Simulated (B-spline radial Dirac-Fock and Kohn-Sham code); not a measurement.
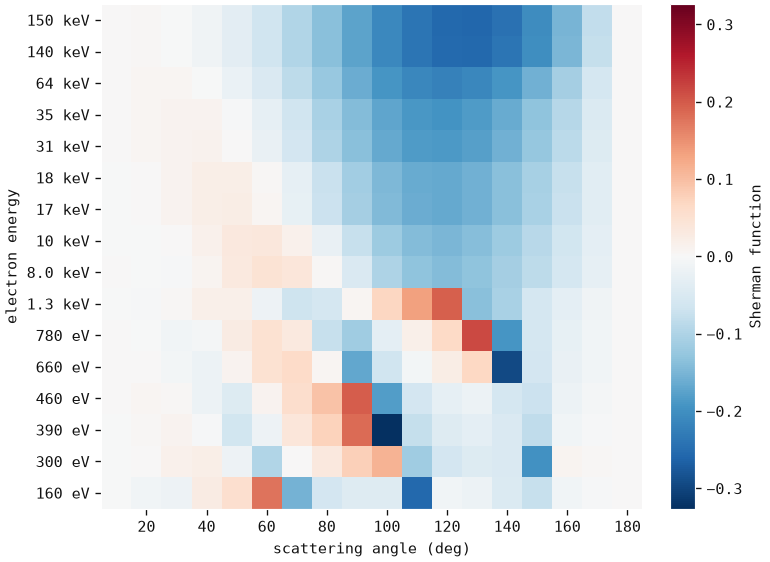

A map of the Sherman function for elastic electron scattering over angle and energy (one row an energy, not to scale). The figure is for atomic La. Level of theory: Dirac partial waves in the static Dirac–Fock field with Furness–McCarthy exchange, no polarisation or absorption; calculated with a B-spline radial code.

Q: Where on the map is the spin polarisation largest?

A: The largest polarisation on this grid is S = −0.33 at 388 eV and 100°. At the highest energy, 151 keV, the extreme is −0.26 near 130°. The model is rough under about 200 eV.
